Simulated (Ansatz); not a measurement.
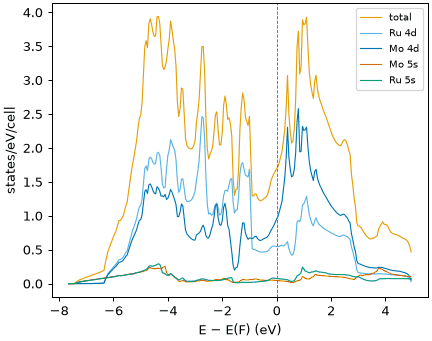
Figure: Total and projected density of states of MoRu (rock salt, space group No. 225), r²SCAN in the plane-wave PAW code Ansatz

Q: Which orbitals carry the states next to the Fermi level?

A: Within 0.5 eV of the Fermi level: Mo 4d 62 %, Ru 4d 29 %. Projections are on Löwdin-orthogonalised atomic valence shells; empty p or d shells of many metals are not among them.

Q: Where is the tallest occupied peak in this window, and what makes it?

A: Near -4.3 eV, about 3.9 states/eV per cell; the largest projected share is Ru 4d.

Space group Fm-3m (rock salt). The start of the workflow was typed in or built on a structure type; neither database checked (COD, Materials Project) lists it. Its standing as an ambient phase is unchecked. The r²SCAN relaxation kept the symmetry of its start. At this level the phase is mechanically unstable. The run is not spin-polarised. Its formation energy is positive at this level, so the cell may be metastable or incomplete. Scalar-relativistic: spin–orbit coupling is off unless named, which matters more the heavier the elements.

Potentials: the later of the program's two PAW sets.
